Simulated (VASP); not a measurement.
Band structure of HfC (relaxed from the wurtzite structure, space group P6_3mc). All values below come from PBEsol GGA, VASP's PBE PAW potentials (set 64) (plane waves; VASP 6.6.1).

Unless said otherwise, spin-orbit coupling is left out, though it shifts the bands of the heavy elements here.

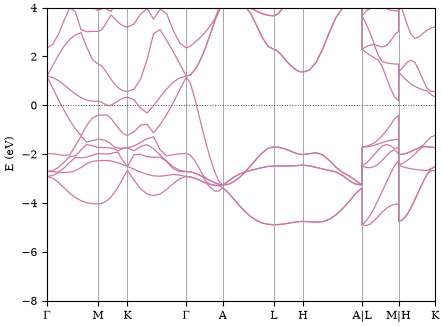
Bands along high-symmetry lines, zero at the valence-band maximum or, without a gap, the Fermi level

Problem. Read the plot: is there a gap, and where are the band edges?

Solution. It has no gap at this level: it comes out as a metal or semimetal. (Edges off the drawn lines would not show.)

The structure was generated: HfC was put into the wurtzite type (P6_3mc), which need not be its known phase. It was relaxed first, which changed the volume by -41 %.
